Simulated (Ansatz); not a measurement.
# CH5NO2Si (SMILES N[SiH2]C(=O)O): what the fields show

```yaml
atoms:
  - { symbol: N, position_ang: [0.9962, 1.2339, 0.0310] }
  - { symbol: Si, position_ang: [0.2945, -0.1330, 0.8845] }
  - { symbol: C, position_ang: [-0.8777, -0.9083, -0.4371] }
  - { symbol: O, position_ang: [-1.5639, -1.8786, -0.2655] }
  - { symbol: O, position_ang: [-0.8500, -0.2350, -1.5953] }
  - { symbol: H, position_ang: [0.7494, 2.1707, 0.3360] }
  - { symbol: H, position_ang: [1.9860, 1.2041, -0.1949] }
  - { symbol: H, position_ang: [1.3398, -1.1184, 1.2782] }
  - { symbol: H, position_ang: [-0.4947, 0.3154, 2.0655] }
  - { symbol: H, position_ang: [-0.2168, 0.5027, -1.4667] }
```

Theory: Ansatz 0.2.0, RKS PBE0-D4/def2-SVP.

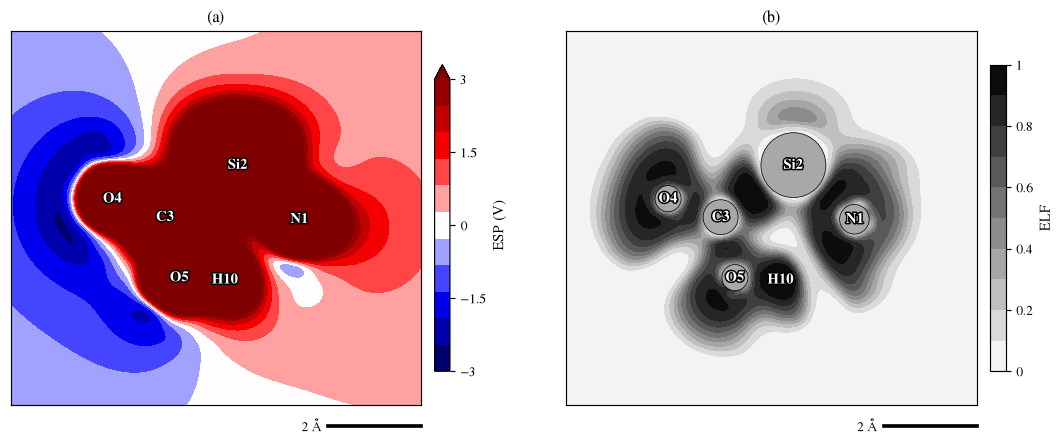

Figure 1. (a) electrostatic potential; (b) electron localisation function on the plane of atoms Si2, C3 and O4. Grey discs cover the atomic cores in the ELF map.

**Describe what can be read from this map.**

- The plane passes through N, Si, C, O and H nuclei.
- C–O (1.20 Å): the ELF peaks at about 0.85 between the atoms: a short, multiple covalent bond.
- Si–N (1.76 Å): the ELF peaks at about 0.90 between the atoms; a polar covalent bond.
- C–Si (1.93 Å): the ELF peaks at about 1 between the atoms (a shared electron pair).
- O–H (0.98 Å): the ELF climbs to about 1 towards the hydrogen, as it does in any bond to H; a covalent bond by its length.
- C–O (1.34 Å): the ELF peaks at about 0.90 between the atoms; a polar covalent bond.
- The ELF also peaks beside O5 and O4, away from the bonds: lone-pair regions.
- Outside the dense part of the molecule the potential is most negative (−2.5 V) near O4.

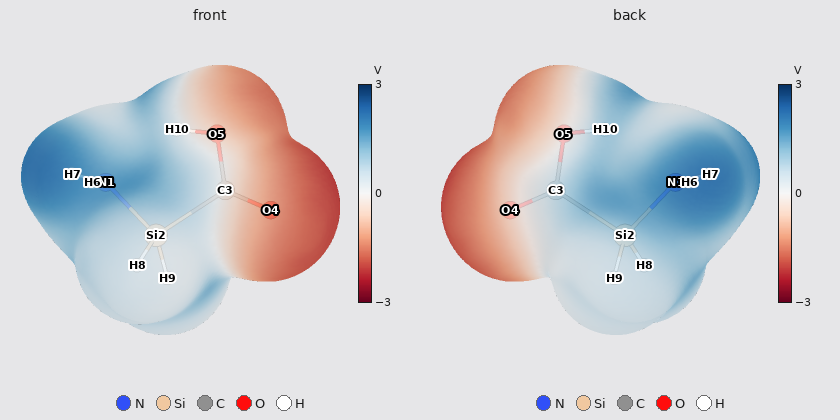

Figure 2. The molecular electrostatic potential painted on the density surface at 0.002 e/bohr³, seen from the front and from behind; the colour scale runs from red (negative) to blue (positive).

**Which sites attract a positive test charge, and which a negative one?**

A positive charge is drawn to the negative regions and a negative charge to the positive ones. The most negative region (about −2.1 V) lies over O4, the most positive (about +2.2 V) over H6 and H7. O4 is the likeliest acceptor of a hydrogen bond.

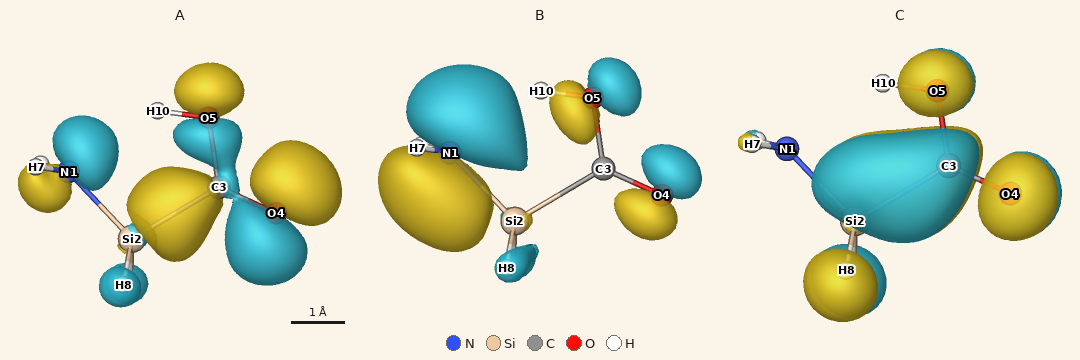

Figure 3. Three frontier orbitals at ±0.1 Å⁻³ᐟ² (yellow and cyan are the two phases), in no order.

**Which picture is the HOMO−1, the HOMO and the LUMO?**

B is the HOMO−1 (−8.73 eV). It lies mainly on N1 (about 60 %). A is the HOMO (−6.97 eV). Its weight (Hirshfeld) is mainly on O4 (about 50 %), C3 (about 15 %), Si2 (about 10 %), O5 (about 10 %) and N1 (about 10 %). C is the LUMO (−0.27 eV). Its weight (Hirshfeld) is mainly on C3 (about 30 %), Si2 (about 20 %), O4 (about 20 %) and O5 (about 10 %).

**What is the HOMO–LUMO gap?**

6.70 eV between the orbital energies.
